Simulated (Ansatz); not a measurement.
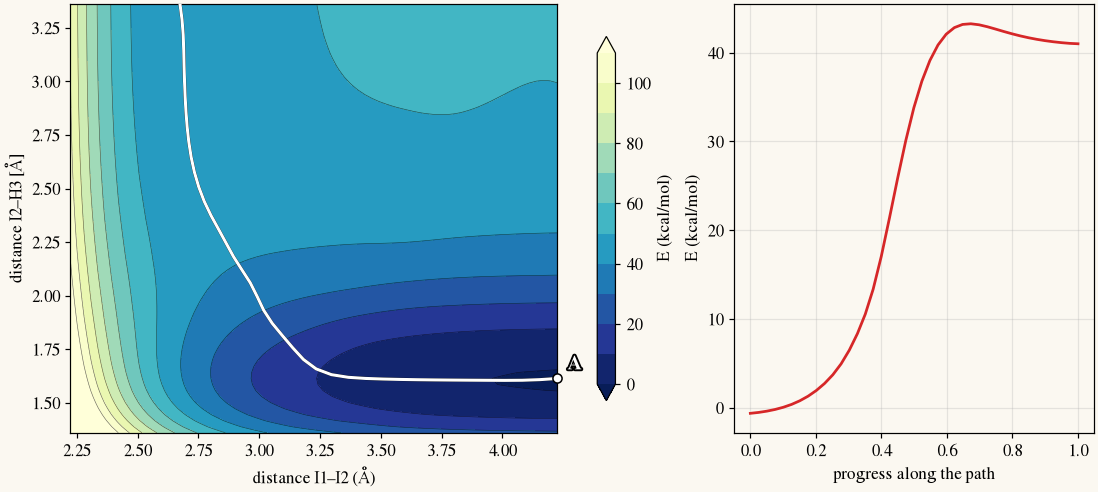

The system I + IH, spin multiplicity 2. First axis: distance I1–I2. Second axis: distance I2–H3. Nothing is relaxed (the angle I1–I2–H3 is fixed at 180 degrees). The grid has 13 × 13 points. Energies: kcal/mol, counted from the lowest grid point. In part of the range the unrestricted reference is strongly spin-contaminated. Theory: Ansatz 0.2.0, UHF/def2-SVPD.

Drawn: filled contours, a line along the lowest path, one colour for all values above the top of the scale, the energy along the path at the right, the start A. Between grid points the surface is interpolated.

Describe the path and its barrier.

Answer. The easiest path runs from the side where the first distance is long, about distance I1–I2 = 4.22 Å, distance I2–H3 = 1.61 Å, to the side where the second distance is long, distance I1–I2 = 2.703 Å, distance I2–H3 = 3.360 Å. Its highest point, at about distance I1–I2 = 2.77 Å, distance I2–H3 = 2.44 Å, lies about 44 kcal/mol above the start and 2.3 kcal/mol above the end on the interpolated surface. An end on the edge of the scan is no minimum, so the barrier from there is a lower bound.
